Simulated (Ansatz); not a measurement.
# SiH3F (SMILES F[SiH3]): levels of theory compared

We compute a comparison of 6 runs (BLYP/STO-3G, CAM-B3LYP/STO-3G, UB3LYP/STO-3G, r2SCAN0/STO-3G, MP2/STO-3G, CCSDT(Q)/STO-3G) of SiH3F. 

The calculation is run with Ansatz 0.2.0.

57 further runs of the same task are left out: 2 that didn't finish, 55 set aside as unsound or not needed.

## 1. The system as given

The species is SiH3F (5 atoms), meant as a singlet with charge 0. As SMILES, `F[SiH3]`. The H3–Si2 distance was set to 2.223 Å, away from the relaxed value. At this shape a bond of the SMILES string is far longer than usual.

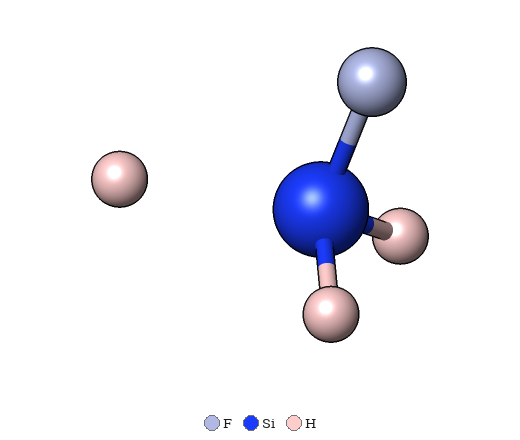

Viewed from a chosen angle; fluorine light blue, silicon blue, hydrogen pink.

## 2. The energy at BLYP/STO-3G (run 1)

Input file job.yaml:

```yaml
crystal:
  periodic: [false, false, false]
  atoms:
    - symbol: F
      position_ang: [-1.069060, 0.249446, 1.564466]
    - symbol: Si
      position_ang: [0.248840, 0.067346, 0.675766]
    - symbol: H
      position_ang: [-0.367800, -0.192600, -1.443700]
    - symbol: H
      position_ang: [0.974140, -1.131254, 1.158066]
    - symbol: H
      position_ang: [1.086040, 1.280046, 0.829866]
basis:
  gaussian: {orbitals: STO-3G}
total_charge: 0
hamiltonian: {xc: {name: BLYP}}
accuracy: high
```

On the command line:

```
$ ansatz run job.yaml --threads 1 --pin off --max-ram 2610MiB --events-out events.jsonl --progress --plain --runs-dir runs
```

Log:

```text
Warning: RAYON_NUM_THREADS=1 ignored (pool sized by the plan → 1); use --threads N
Functional definition: BLYP
  name "BLYP"
  parameter beta = 0.0042
  parameter a = 0.04918
  parameter b = 0.132
  parameter c = 0.2533
  parameter d = 0.349
  exchange = b88_x(beta = beta)
  correlation = lyp_c(a = a, b = b, c = c, d = d)
291 factors; integrals over basis functions are off by at most 4.1e-8 eV
mean field evaluation 1: about -10504.5049 eV, gradient 2.6e1 eV
mean field evaluation 2: about -10497.8659 eV, gradient 3.5e1 eV
mean field evaluation 4: about -10507.6969 eV, gradient 3.0e0 eV
mean field evaluation 8: about -10507.6702 eV, gradient 1.2e-1 eV
mean field evaluation 16: about -10507.6703 eV, gradient 1.5e-6 eV
mean field -10507.67028647 eV, -386.1497606732 hartree, gradient 7.2e-8 eV, S^2 0.000000; 0 other end points of the search recorded, 0 dependent functions left out
reference -10507.67031958 eV, -386.1497618896 hartree; 13, 13 occupied and 4, 4 virtual orbitals, 291 factors
Total energy: -10507.67031958 eV, -386.1497618896 hartree
```

Run time: 0.99 s. Hardware: 1 thread of Intel Xeon Platinum 8259CL at 2.50GHz (Skylake/Cascade Lake), shared host; peak memory 0.11 GiB.

## 3. The energy at CAM-B3LYP/STO-3G (run 2)

Input file in.yaml:

```yaml
crystal:
  periodic: [false, false, false]
  atoms:
    - symbol: F
      position_ang: [-1.069060, 0.249446, 1.564466]
    - symbol: Si
      position_ang: [0.248840, 0.067346, 0.675766]
    - symbol: H
      position_ang: [-0.367800, -0.192600, -1.443700]
    - symbol: H
      position_ang: [0.974140, -1.131254, 1.158066]
    - symbol: H
      position_ang: [1.086040, 1.280046, 0.829866]
basis:
  gaussian:
    orbitals: STO-3G
hamiltonian:
  xc: {name: CAM-B3LYP}
accuracy: high
```

On the command line:

```
$ ansatz run in.yaml --threads 1 --pin off --max-ram 2610MiB --events-out events.jsonl --progress --plain --runs-dir runs
```

Log:

```text
Warning: RAYON_NUM_THREADS=1 ignored (pool sized by the plan → 1); use --threads N
Functional definition: CAM-B3LYP
  name "CAM-B3LYP"
  parameter alpha = 0.19
  parameter beta = 0.46
  parameter omega = 0.33/bohr
  parameter ac = 0.81
  exchange = (1 - alpha - beta)*b88_x + beta*b88_x_sr(omega) + alpha*exact_x + beta*exact_x_lr(omega)
  correlation = (1 - ac)*vwn5_c + ac*lyp_c
291 factors; integrals over basis functions are off by at most 4.1e-8 eV
138 factors; integrals over basis functions are off by at most 6.2e-10 eV
mean field evaluation 1: about -10504.9478 eV, gradient 2.3e1 eV
mean field evaluation 2: about -10505.8221 eV, gradient 1.9e1 eV
mean field evaluation 4: about -10507.4950 eV, gradient 4.0e-1 eV
mean field evaluation 8: about -10507.4452 eV, gradient 2.6e-3 eV
mean field evaluation 16: about -10507.4452 eV, gradient 6.5e-8 eV
mean field -10507.44517586 eV, -386.1414880108 hartree, gradient 6.5e-8 eV, S^2 0.000000; 0 other end points of the search recorded, 0 dependent functions left out
reference -10507.44518766 eV, -386.1414884443 hartree; 13, 13 occupied and 4, 4 virtual orbitals, 291 factors
Total energy: -10507.44518766 eV, -386.1414884443 hartree
```

It took 1.1 s on 1 thread of Intel Xeon Platinum 8259CL at 2.50GHz (Skylake/Cascade Lake), shared host; peak memory 0.11 GiB.

Run 3 isn't shown in full; the table further down has it.

## 4. A single-point energy at r2SCAN0/STO-3G (run 4)

Input file in.yaml:

```yaml
crystal:
  periodic: [false, false, false]
  atoms:
    - {symbol: F, position_ang: [-1.069060, 0.249446, 1.564466]}
    - {symbol: Si, position_ang: [0.248840, 0.067346, 0.675766]}
    - {symbol: H, position_ang: [-0.367800, -0.192600, -1.443700]}
    - {symbol: H, position_ang: [0.974140, -1.131254, 1.158066]}
    - {symbol: H, position_ang: [1.086040, 1.280046, 0.829866]}
basis:
  gaussian: {orbitals: STO-3G}
total_charge: 0
hamiltonian: {xc: {name: r2SCAN0}}
accuracy: high
```

On the command line:

```
$ ansatz run in.yaml --threads 1 --pin off --max-ram 2610MiB --events-out events.jsonl --progress --plain --runs-dir runs
```

Log:

```text
Warning: RAYON_NUM_THREADS=1 ignored (pool sized by the plan → 1); use --threads N
Functional definition: r2SCAN0
  name "r2SCAN0"
  parameter a = 0.25
  parameter k0 = 0.174
  parameter k1 = 0.065
  parameter a1 = 4.9479
  exchange = (1 - a)*r2scan_x(k0 = k0, k1 = k1, a1 = a1) + a*exact_x
  correlation = r2scan_c
291 factors; integrals over basis functions are off by at most 4.1e-8 eV
mean field evaluation 1: about -10505.4157 eV, gradient 2.2e1 eV
mean field evaluation 2: about -10504.5479 eV, gradient 2.4e1 eV
mean field evaluation 4: about -10507.8104 eV, gradient 8.3e-1 eV
mean field evaluation 8: about -10507.7628 eV, gradient 7.2e-4 eV
mean field -10507.76275605 eV, -386.1531588675 hartree, gradient 1.9e-8 eV, S^2 0.000000; 0 other end points of the search recorded, 0 dependent functions left out
reference -10507.76275635 eV, -386.1531588784 hartree; 13, 13 occupied and 4, 4 virtual orbitals, 291 factors
Total energy: -10507.76275635 eV, -386.1531588784 hartree
```

Wall time 2 s (1 thread of Intel Xeon Platinum 8259CL at 2.50GHz (Skylake/Cascade Lake), shared host); peak memory 0.15 GiB.

Run 5 isn't shown in full; the table further down has it.

## 5. The energy at CCSDT(Q)/STO-3G (run 6)

Input file input.yaml:

```yaml
crystal:
  periodic: [false, false, false]
  atoms:
    - symbol: F
      position_ang: [-1.069060, 0.249446, 1.564466]
    - symbol: Si
      position_ang: [0.248840, 0.067346, 0.675766]
    - symbol: H
      position_ang: [-0.367800, -0.192600, -1.443700]
    - symbol: H
      position_ang: [0.974140, -1.131254, 1.158066]
    - symbol: H
      position_ang: [1.086040, 1.280046, 0.829866]
basis:
  gaussian:
    orbitals: STO-3G
scf:
  omitted_lower_state_checks: [cluster_reference, increment]
accuracy: high
correlation:
  method: ccsdt_q
  frozen_orbitals: {F: 1, H: 0, Si: 5}
```

On the command line:

```
$ ansatz run input.yaml --threads 1 --pin off --max-ram 2610MiB --events-out events.jsonl --progress --plain --runs-dir runs
```

Log:

```text
Warning: RAYON_NUM_THREADS=1 ignored (pool sized by the plan → 1); use --threads N
[... 11 lines left out ...]
6 core orbitals not correlated: weight in the atoms' cores, before any rotation towards them, 1.000 or more for the frozen orbitals, at most 0.000 for the correlated occupied ones
[... 29 lines left out ...]
Total energy: -10486.17351187 eV, -385.3597687774 hartree
Checks for a lower state left out: cluster_reference, increment
```

Run time: 0.3 s. Hardware: 1 thread of Intel Xeon Platinum 8259CL at 2.50GHz (Skylake/Cascade Lake), shared host.

## 6. Overview of the runs

```
run             level  frozen core orbitals  energy (Eh)  wall time
  1       BLYP/STO-3G                     –  -386.149762     0.99 s
  2  CAM-B3LYP/STO-3G                     –  -386.141488      1.1 s
  3     UB3LYP/STO-3G                     –  -386.210827      1.8 s
  4    r2SCAN0/STO-3G                     –  -386.153159        2 s
  5        MP2/STO-3G                     6  -385.314954     0.14 s
  6   CCSDT(Q)/STO-3G                     6  -385.359769      0.3 s
```

## 7. What came out

| quantity | value |
| --- | --- |
| run 6: total energy | -385.35977 Eh |
| run 6: correlation energy (6 core orbitals frozen) | -124.4 mEh |
| run 6: T1 diagnostic | 0.013 |

In words: Totals of different functionals can't be ranked against each other. In runs 5, 6 the log says that unrestricted orbitals would lower the reference, so the values rest on an unstable closed-shell determinant (other closed-shell runs at this shape may share the fault). In runs 1, 2, 3, 4, 5, 6 the basis is minimal, so the values are rough. All runs together took 6.2 s, the longest 2 s.
